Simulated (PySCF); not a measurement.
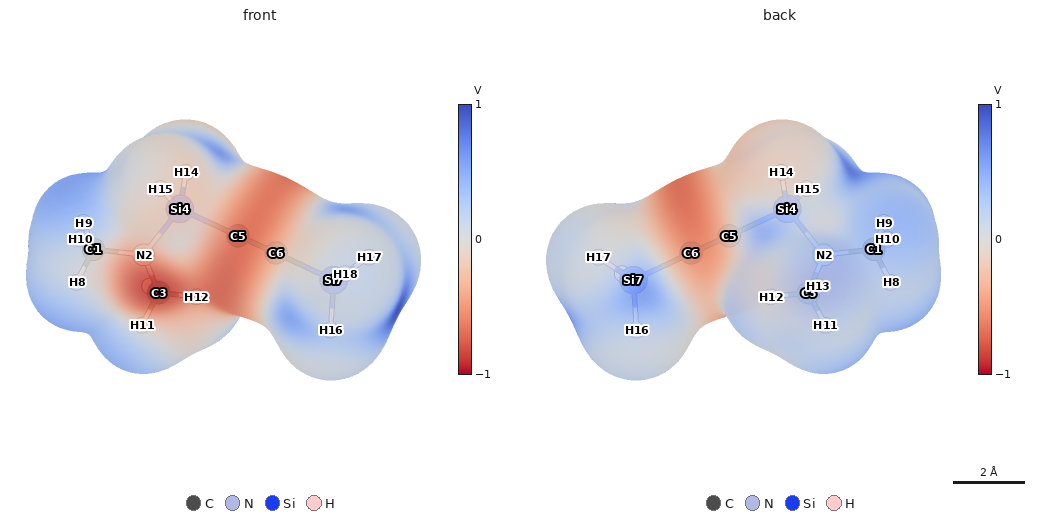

The picture shows: C4H11NSi2 (SMILES CN(C)[SiH2]C#C[SiH3]). The electrostatic potential painted on the density surface at 0.001 e/bohr³, seen from the front and from behind; red is negative and blue positive.

Geometry: GFN2-xTB.

Level of theory: PBE0/def2-SVPD, SCF density, gas phase in PySCF 2.14.0.

```
atom    x (Å)    y (Å)    z (Å)
   C  -2.8276   0.8075   0.1244
   N  -1.4985   0.3134  -0.1214
   C  -1.4035  -1.1137   0.0532
  Si  -0.3999   1.1855  -1.1197
   C   1.2593   0.4370  -0.7827
   C   2.3519  -0.0380  -0.5673
  Si   4.0107  -0.7656  -0.2027
   H  -3.1549   0.5101   1.1253
   H  -2.8359   1.8929   0.0628
   H  -3.5525   0.4133  -0.5999
   H  -1.7255  -1.3848   1.0635
   H  -0.3724  -1.4306  -0.0828
   H  -2.0361  -1.6567  -0.6611
   H  -0.6377   1.1090  -2.5762
   H  -0.4655   2.5772  -0.6622
   H   3.8254  -1.9135   0.6908
   H   4.6204  -1.1970  -1.4642
   H   4.8335   0.2604   0.4438
```

Q: Where is the surface potential most negative and most positive?

A: The most negative region (about −0.8 V) lies over N2, the most positive (about +0.8 V) over Si7.
